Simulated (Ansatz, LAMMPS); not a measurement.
## Neighbourhoods of single atoms in liquid (Cs,Li)Cl at 900 K (108 atoms)

Density of this cell: 2.70 g/cm³. The cell holds 108 atoms: 37 Cs, 17 Li and 54 Cl. Its edges and angles: a = 16.229 Å, b = 16.229 Å, c = 16.229 Å, α = 90.0°, β = 90.0°, γ = 90.0°. 108 atoms (37 Cs, 17 Li, 54 Cl) placed at random at 2.56 g/cm³, melted at 1600 K for 10 ps at fixed volume with the Lennard-Jones and Coulomb ion parameters for SPC/E (Joung and Cheatham, J. Phys. Chem. B 112, 9020 (2008)), full charges. Snapshot at the end of a hold of 15 ps at 900 K and zero pressure.

Method: Kohn-Sham DFT, PBE, PAW (set soft_2), plane waves (Ansatz 0.2.0; cutoff 420 eV, Γ point, fixed occupations), at the geometry as built.

The whole cell was solved; only parts of it are printed.

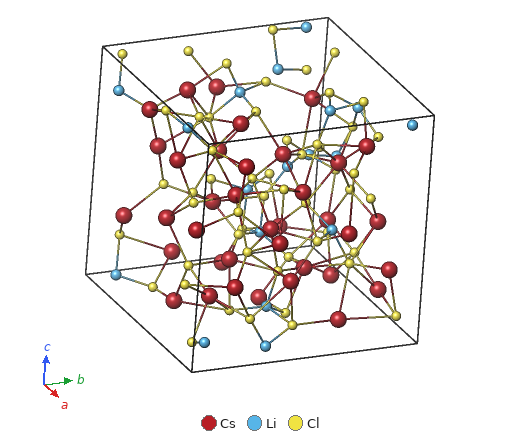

The whole cell (caesium red, lithium blue, chlorine yellow). Bonds to atoms that aren't drawn are left out. Some periodic images of atoms are drawn too.

Local excerpt of 22 atoms (numbers count through the whole input) about Cs13, which has 4 bonded neighbours where the commonest count for Cs is 5; x, y, z are measured from there.

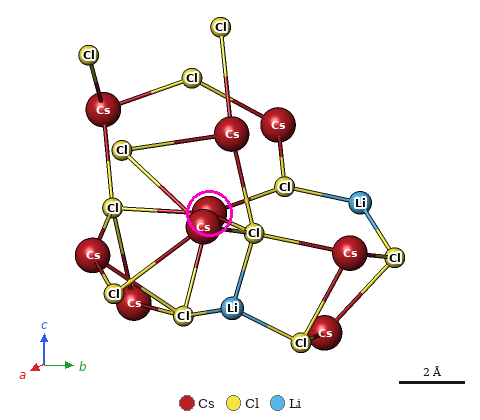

The atoms of the table, within 6.2 Å (arrows a, b, c point along x, y, z); some may hide others; the central atom is ringed.

| atom | x | y | z | distance (Å) | bonds | Löwdin charge (e) | Fx | Fy | Fz (eV/Å) |
| --- | --- | --- | --- | --- | --- | --- | --- | --- | --- |
| Cs13 | 0.00 | 0.00 | 0.00 | 0.00 | 4 | 0.86 | 0.81 | -0.33 | -0.07 |
| Cl60 | -2.25 | 1.68 | 0.58 | 2.87 | 3 | -0.73 | 0.24 | 1.40 | -1.07 |
| Cl100 | 0.27 | -3.08 | 0.05 | 3.09 | 4 | -0.75 | -1.15 | -0.51 | 0.21 |
| Cl102 | 1.32 | -0.39 | -3.03 | 3.33 | 5 | -0.72 | 0.08 | 0.19 | 0.07 |
| Cl79 | 2.46 | 2.34 | -0.09 | 3.40 | 5 | -0.72 | -0.11 | -0.50 | -0.32 |
| Li45 | 2.54 | 1.65 | -2.47 | 3.91 | 4 | 0.69 | 0.15 | 0.31 | -0.05 |
| Cs36 | 2.46 | 1.60 | 2.99 | 4.19 | 5 | 0.84 | -0.30 | -0.53 | 0.10 |
| Cs29 | 3.01 | -2.78 | -0.98 | 4.21 | 5 | 0.83 | 0.71 | 0.34 | -0.16 |
| Cs33 | -1.55 | -3.02 | -3.24 | 4.69 | 5 | 0.85 | 1.06 | 0.24 | 0.39 |
| Cl81 | -2.84 | -1.57 | 3.71 | 4.93 | 3 | -0.76 | -0.36 | 0.57 | 0.54 |
| Cs11 | -4.41 | 0.71 | 2.11 | 4.94 | 5 | 0.85 | -1.34 | -0.33 | 0.92 |
| Li47 | -3.36 | 3.77 | 0.01 | 5.05 | 4 | 0.69 | -0.12 | 0.09 | -0.01 |
| Cs9 | -1.52 | -4.02 | 2.79 | 5.12 | 5 | 0.84 | 0.63 | -0.85 | -0.14 |
| Cs14 | 0.99 | 4.97 | -0.80 | 5.13 | 5 | 0.83 | 0.14 | 0.69 | 0.30 |
| Cs12 | -1.68 | 3.19 | -3.84 | 5.27 | 4 | 0.84 | -0.19 | -0.13 | -0.11 |
| Cl91 | 1.58 | 3.57 | -3.60 | 5.31 | 4 | -0.70 | 0.12 | -0.06 | -0.38 |
| Cl74 | 4.83 | -1.17 | 2.71 | 5.66 | 5 | -0.74 | -0.88 | 0.40 | 0.07 |
| Cs31 | 5.56 | 1.76 | 0.59 | 5.86 | 6 | 0.82 | 0.57 | -0.38 | -0.52 |
| Cl57 | -2.09 | 5.35 | -1.42 | 5.92 | 5 | -0.72 | -0.54 | -0.11 | 0.19 |
| Cl69 | 5.76 | -1.11 | -1.64 | 6.09 | 4 | -0.72 | 0.31 | 0.18 | -0.36 |
| Cl93 | 0.99 | 0.72 | 6.06 | 6.19 | 5 | -0.74 | -0.16 | 0.21 | 0.08 |
| Cl94 | 1.23 | -3.53 | 4.98 | 6.23 | 3 | -0.75 | -0.07 | -0.28 | -0.87 |

The column of bonds counts only the pairs Cl-Cs within 3.98 Å, Cl-Li within 3.12 Å; other neighbours, such as metal atoms beside each other in a compound, aren't counted, and periodic images can show an atom twice.

Local excerpt of 32 atoms (numbers count through the whole input) about Cl61, which bears the longest force; x, y, z are measured from there.

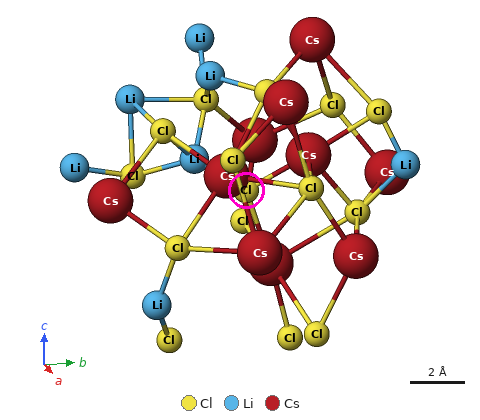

The atoms of the table, within 6.5 Å (arrows a, b, c point along x, y, z); some may hide others; the central atom is ringed.

| atom | x | y | z | distance (Å) | bonds | Löwdin charge (e) | Fx | Fy | Fz (eV/Å) |
| --- | --- | --- | --- | --- | --- | --- | --- | --- | --- |
| Cl61 | 0.00 | 0.00 | 0.00 | 0.00 | 4 | -0.72 | -1.23 | -1.74 | -1.06 |
| Li44 | -1.29 | -1.71 | 0.98 | 2.36 | 4 | 0.70 | 0.00 | -0.61 | 0.09 |
| Cs23 | 0.83 | 2.21 | 1.44 | 2.77 | 5 | 0.82 | 0.05 | 1.53 | 0.80 |
| Cs1 | 2.50 | -1.27 | 1.20 | 3.05 | 6 | 0.83 | 0.39 | -0.53 | 0.03 |
| Cs25 | -0.49 | 1.05 | -2.97 | 3.19 | 4 | 0.84 | 0.08 | -0.16 | 0.10 |
| Cl85 | -2.56 | -1.00 | 2.95 | 4.03 | 5 | -0.67 | 0.03 | -0.09 | -0.08 |
| Cl71 | 0.24 | -3.23 | 2.49 | 4.08 | 4 | -0.69 | -0.09 | 0.19 | 0.20 |
| Cl103 | 1.28 | 0.53 | 4.05 | 4.28 | 5 | -0.72 | -0.83 | -0.71 | 0.39 |
| Cl90 | 0.32 | 4.19 | -0.97 | 4.31 | 5 | -0.73 | 0.20 | 0.19 | -0.35 |
| Cl84 | 3.88 | 1.67 | 0.90 | 4.32 | 6 | -0.74 | 0.34 | -0.18 | -0.05 |
| Cs5 | -4.19 | 1.22 | 0.90 | 4.46 | 4 | 0.84 | -0.23 | 0.04 | 0.29 |
| Cl64 | -3.87 | 0.70 | -2.11 | 4.46 | 5 | -0.75 | 0.32 | 0.18 | -0.39 |
| Li52 | -0.66 | -1.23 | 4.31 | 4.53 | 4 | 0.70 | 0.14 | -0.12 | 0.05 |
| Cl73 | -2.46 | -3.82 | 0.17 | 4.54 | 4 | -0.68 | -0.05 | 0.11 | 0.56 |
| Cs27 | 3.45 | 3.47 | -1.90 | 5.25 | 5 | 0.83 | 0.13 | 0.00 | -0.21 |
| Cl104 | -2.77 | 3.89 | 2.44 | 5.37 | 4 | -0.71 | -0.38 | -0.25 | 0.43 |
| Cl106 | 4.08 | -3.47 | -1.11 | 5.47 | 6 | -0.70 | -0.22 | 0.16 | -0.03 |
| Li48 | -2.91 | -3.83 | 3.01 | 5.67 | 4 | 0.71 | 0.30 | -0.08 | -0.05 |
| Cl97 | 0.86 | 4.89 | 2.99 | 5.80 | 5 | -0.72 | 0.33 | 0.23 | 0.54 |
| Li54 | 1.21 | 5.84 | 0.98 | 6.04 | 4 | 0.68 | 0.29 | 0.26 | -0.34 |
| Cs32 | 5.95 | -0.73 | -0.98 | 6.08 | 6 | 0.83 | -0.47 | -0.02 | 0.12 |
| Cs33 | 4.23 | 0.64 | 4.34 | 6.09 | 5 | 0.85 | 1.06 | 0.24 | 0.39 |
| Cl81 | 2.93 | 2.09 | -4.95 | 6.12 | 3 | -0.76 | -0.36 | 0.57 | 0.54 |
| Cs17 | 2.35 | -5.68 | 0.42 | 6.16 | 5 | 0.84 | -0.61 | -0.25 | -0.16 |
| Cs2 | -0.53 | 2.64 | 5.54 | 6.16 | 3 | 0.85 | -0.50 | 0.30 | 0.07 |
| Cs37 | -2.21 | 5.86 | -0.11 | 6.27 | 5 | 0.84 | -0.42 | 0.26 | -0.09 |
| Cl89 | -0.92 | 1.87 | -5.97 | 6.32 | 5 | -0.75 | 0.32 | -0.11 | -0.46 |
| Li49 | 3.36 | -4.12 | -3.44 | 6.33 | 4 | 0.70 | 0.05 | -0.02 | -0.26 |
| Cl105 | 1.76 | -3.30 | -5.19 | 6.40 | 5 | -0.70 | -0.40 | 0.06 | 0.16 |
| Cl63 | 5.66 | -1.70 | 2.55 | 6.43 | 6 | -0.69 | 0.35 | -0.40 | 0.01 |
| Li53 | -1.96 | -6.15 | 0.72 | 6.49 | 4 | 0.71 | -0.28 | -0.08 | 0.01 |
| Li46 | -4.12 | -0.92 | 4.94 | 6.50 | 4 | 0.70 | 0.62 | -0.23 | 0.05 |

The column of bonds counts only the pairs Cl-Cs within 3.98 Å, Cl-Li within 3.12 Å; other neighbours, such as metal atoms beside each other in a compound, aren't counted, and periodic images can show an atom twice.

A closer look about Cl85, whose charge lies farthest from its element's mean: 24 atoms, nearest first, numbered in the order of the input, with positions taken from that point.

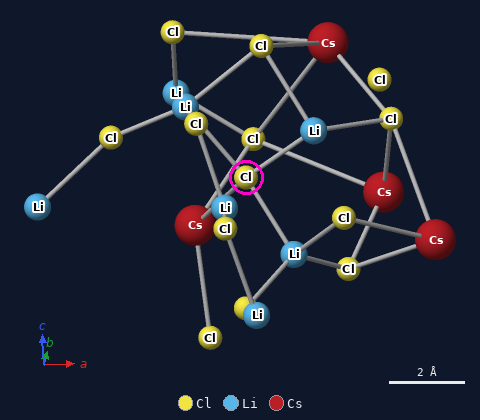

The atoms of the table, within 5.7 Å (arrows a, b, c point along x, y, z); some may hide others; the central atom is ringed.

| atom | x | y | z | distance (Å) | bonds | Löwdin charge (e) | Fx | Fy | Fz (eV/Å) |
| --- | --- | --- | --- | --- | --- | --- | --- | --- | --- |
| Cl85 | 0.00 | 0.00 | 0.00 | 0.00 | 5 | -0.67 | 0.03 | -0.09 | -0.08 |
| Li52 | 1.90 | -0.23 | 1.36 | 2.35 | 4 | 0.70 | 0.14 | -0.12 | 0.05 |
| Li44 | 1.27 | -0.71 | -1.96 | 2.44 | 4 | 0.70 | 0.00 | -0.61 | 0.09 |
| Li46 | -1.56 | 0.08 | 1.99 | 2.53 | 4 | 0.70 | 0.62 | -0.23 | 0.05 |
| Li48 | -0.35 | -2.83 | 0.06 | 2.86 | 4 | 0.71 | 0.30 | -0.08 | -0.05 |
| Cs5 | -1.63 | 2.21 | -2.04 | 3.43 | 4 | 0.84 | -0.23 | 0.04 | 0.29 |
| Cl71 | 2.80 | -2.23 | -0.46 | 3.61 | 4 | -0.69 | -0.09 | 0.19 | 0.20 |
| Cl66 | 0.52 | 0.52 | 3.54 | 3.61 | 5 | -0.70 | 0.21 | -0.07 | -1.07 |
| Cl65 | -1.03 | -2.64 | 2.39 | 3.71 | 6 | -0.69 | -0.11 | 0.23 | -0.75 |
| Cl59 | -3.61 | 0.20 | 1.11 | 3.79 | 4 | -0.70 | -0.24 | 0.36 | -0.81 |
| Cl73 | 0.10 | -2.82 | -2.78 | 3.96 | 4 | -0.68 | -0.05 | 0.11 | 0.56 |
| Cl61 | 2.56 | 1.00 | -2.95 | 4.03 | 4 | -0.72 | -1.23 | -1.74 | -1.06 |
| Cl103 | 3.84 | 1.52 | 1.10 | 4.27 | 5 | -0.72 | -0.83 | -0.71 | 0.39 |
| Cs23 | 3.39 | 3.20 | -1.51 | 4.90 | 5 | 0.82 | 0.05 | 1.53 | 0.80 |
| Cs2 | 2.03 | 3.64 | 2.59 | 4.90 | 3 | 0.85 | -0.50 | 0.30 | 0.07 |
| Cl104 | -0.21 | 4.89 | -0.50 | 4.92 | 4 | -0.71 | -0.38 | -0.25 | 0.43 |
| Cl69 | -2.14 | 3.55 | 2.98 | 5.10 | 4 | -0.72 | 0.31 | 0.18 | -0.36 |
| Cs1 | 5.06 | -0.28 | -1.75 | 5.36 | 6 | 0.83 | 0.39 | -0.53 | 0.03 |
| Cl82 | -0.12 | -5.37 | 0.30 | 5.38 | 5 | -0.70 | 0.38 | 0.45 | -0.57 |
| Li43 | -2.24 | 4.87 | 0.83 | 5.43 | 3 | 0.73 | 0.47 | 0.23 | 0.63 |
| Cl64 | -1.31 | 1.70 | -5.06 | 5.49 | 5 | -0.75 | 0.32 | 0.18 | -0.39 |
| Li53 | 0.60 | -5.15 | -2.23 | 5.64 | 4 | 0.71 | -0.28 | -0.08 | 0.01 |
| Li38 | -5.63 | -0.22 | -0.67 | 5.67 | 3 | 0.73 | 0.11 | 0.23 | -0.33 |
| Cl72 | 3.93 | -2.34 | 3.46 | 5.74 | 4 | -0.74 | -0.16 | 0.29 | 0.08 |

The column of bonds counts only the pairs Cl-Cs within 3.98 Å, Cl-Li within 3.12 Å; other neighbours, such as metal atoms beside each other in a compound, aren't counted, and periodic images can show an atom twice.

Local excerpt of 26 atoms (numbers count through the whole input) about Li53, picked at random; x, y, z are measured from there.

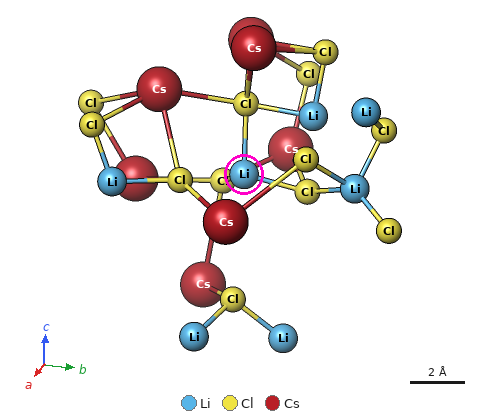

The atoms of the table, within 6.5 Å (arrows a, b, c point along x, y, z); some may hide others; the central atom is ringed.

| atom | x | y | z | distance (Å) | bonds | Löwdin charge (e) | Fx | Fy | Fz (eV/Å) |
| --- | --- | --- | --- | --- | --- | --- | --- | --- | --- |
| Li53 | 0.00 | 0.00 | 0.00 | 0.00 | 4 | 0.71 | -0.28 | -0.08 | 0.01 |
| Cl77 | -1.76 | -1.25 | -1.04 | 2.39 | 3 | -0.73 | 0.45 | -0.32 | -0.23 |
| Cl73 | -0.50 | 2.33 | -0.55 | 2.45 | 4 | -0.68 | -0.05 | 0.11 | 0.56 |
| Cl82 | -0.72 | -0.22 | 2.53 | 2.64 | 5 | -0.70 | 0.38 | 0.45 | -0.57 |
| Cl70 | 2.15 | -1.90 | 0.28 | 2.88 | 5 | -0.71 | -0.14 | -0.27 | 0.03 |
| Li48 | -0.95 | 2.32 | 2.29 | 3.39 | 4 | 0.71 | 0.30 | -0.08 | -0.05 |
| Cl71 | 2.20 | 2.92 | 1.77 | 4.06 | 4 | -0.69 | -0.09 | 0.19 | 0.20 |
| Cs19 | -4.09 | 0.71 | -0.36 | 4.17 | 5 | 0.85 | 0.66 | 0.35 | -1.31 |
| Cs37 | -0.25 | -4.22 | -0.83 | 4.31 | 5 | 0.84 | -0.42 | 0.26 | -0.09 |
| Cs17 | 4.31 | 0.47 | -0.30 | 4.34 | 5 | 0.84 | -0.61 | -0.25 | -0.16 |
| Li44 | 0.67 | 4.44 | 0.27 | 4.50 | 4 | 0.70 | 0.00 | -0.61 | 0.09 |
| Cs35 | 0.48 | -3.26 | 3.12 | 4.54 | 5 | 0.83 | -0.37 | 0.08 | -0.14 |
| Cl62 | 1.67 | 0.19 | -4.36 | 4.67 | 3 | -0.71 | 0.39 | 0.04 | -0.13 |
| Li54 | 3.17 | -4.24 | 0.26 | 5.30 | 4 | 0.68 | 0.29 | 0.26 | -0.34 |
| Cs30 | -3.35 | -0.80 | 4.06 | 5.32 | 5 | 0.84 | -0.42 | -0.08 | 0.31 |
| Cs7 | -1.02 | -1.66 | -4.97 | 5.33 | 4 | 0.85 | 0.36 | 0.24 | 0.64 |
| Cl65 | -1.63 | 2.52 | 4.62 | 5.51 | 6 | -0.69 | -0.11 | 0.23 | -0.75 |
| Cs18 | 1.01 | 0.43 | 5.44 | 5.55 | 5 | 0.83 | 0.10 | 0.37 | -0.02 |
| Cl85 | -0.60 | 5.15 | 2.23 | 5.64 | 5 | -0.67 | 0.03 | -0.09 | -0.08 |
| Cl67 | -5.46 | 0.93 | 2.19 | 5.95 | 4 | -0.71 | -0.72 | -0.14 | 0.93 |
| Li52 | 1.30 | 4.92 | 3.59 | 6.23 | 4 | 0.70 | 0.14 | -0.12 | 0.05 |
| Li40 | 1.26 | 2.07 | -5.80 | 6.28 | 4 | 0.71 | -0.03 | -0.29 | 0.23 |
| Cl97 | 2.82 | -5.19 | 2.28 | 6.33 | 5 | -0.72 | 0.33 | 0.23 | 0.54 |
| Li42 | 3.78 | -0.70 | -5.21 | 6.48 | 3 | 0.72 | -0.57 | -0.02 | -0.08 |
| Cl104 | -0.81 | -6.19 | 1.73 | 6.48 | 4 | -0.71 | -0.38 | -0.25 | 0.43 |
| Cl61 | 1.96 | 6.15 | -0.72 | 6.49 | 4 | -0.72 | -1.23 | -1.74 | -1.06 |

The column of bonds counts only the pairs Cl-Cs within 3.98 Å, Cl-Li within 3.12 Å; other neighbours, such as metal atoms beside each other in a compound, aren't counted, and periodic images can show an atom twice.

Neighbours are counted within 3.98 Å (Cl-Cs), 3.12 Å (Cl-Li).

Length of the force by element and coordination:

| element | coordination | atoms | mean length of the force (eV/Å) | spread | least | most |
| --- | --- | --- | --- | --- | --- | --- |
| Cl | all | 54 | 0.676 | 0.401 | 0.120 | 2.38 |
| Cl | 3 | 6 | 0.829 | 0.466 | 0.409 | 1.78 |
| Cl | 4 | 16 | 0.746 | 0.499 | 0.291 | 2.38 |
| Cl | 5 | 27 | 0.594 | 0.265 | 0.120 | 1.16 |
| Cl | 6 | 5 | 0.710 | 0.464 | 0.268 | 1.57 |
| Cs | all | 37 | 0.698 | 0.394 | 0.137 | 1.73 |
| Cs | 3 | 2 | 0.501 | 0.0821 | 0.419 | 0.583 |
| Cs | 4 | 6 | 0.495 | 0.251 | 0.209 | 0.880 |
| Cs | 5 | 22 | 0.794 | 0.462 | 0.137 | 1.73 |
| Cs | 6 | 6 | 0.610 | 0.125 | 0.486 | 0.860 |
| Cs | 7 | 1 | 0.717 | 0 | 0.717 | 0.717 |
| Li | all | 17 | 0.430 | 0.209 | 0.152 | 0.899 |
| Li | 3 | 4 | 0.518 | 0.203 | 0.269 | 0.816 |
| Li | 4 | 13 | 0.404 | 0.204 | 0.152 | 0.899 |

Löwdin charges by element and coordination (they lack the spilled electrons, 0.039 e an atom on average):

| element | coordination | atoms | mean charge (e) | spread | least | most |
| --- | --- | --- | --- | --- | --- | --- |
| Cl | all | 54 | -0.717 | 0.0202 | -0.755 | -0.668 |
| Cl | 3 | 6 | -0.735 | 0.0158 | -0.755 | -0.706 |
| Cl | 4 | 16 | -0.710 | 0.0218 | -0.754 | -0.679 |
| Cl | 5 | 27 | -0.720 | 0.0177 | -0.750 | -0.668 |
| Cl | 6 | 5 | -0.707 | 0.0157 | -0.736 | -0.694 |
| Cs | all | 37 | 0.836 | 0.0103 | 0.820 | 0.861 |
| Cs | 3 | 2 | 0.853 | 7.0e-4 | 0.852 | 0.853 |
| Cs | 4 | 6 | 0.846 | 0.0078 | 0.838 | 0.861 |
| Cs | 5 | 22 | 0.836 | 0.0082 | 0.820 | 0.849 |
| Cs | 6 | 6 | 0.826 | 0.0049 | 0.821 | 0.835 |
| Cs | 7 | 1 | 0.820 | 0 | 0.820 | 0.820 |
| Li | all | 17 | 0.703 | 0.0135 | 0.682 | 0.728 |
| Li | 3 | 4 | 0.721 | 0.007 | 0.710 | 0.728 |
| Li | 4 | 13 | 0.698 | 0.0095 | 0.682 | 0.710 |

The force components of 0.43 eV/Å r.m.s. hold both thermal displacement and the mismatch between the potential that made the cell and DFT. The network of bonds at the start is that of the classical potential that made the cell, and needn't be the one that DFT or experiment would give. Only the Γ point is sampled, in a cell whose shortest periodic width is 16 Å. The Löwdin charges lack the electrons that the projection spills, 0.039 e an atom on average.

[Hosts, paths, dates, database ids (printed as entryN), source tags and the programs' standing remarks are cut or masked in the printed files.]
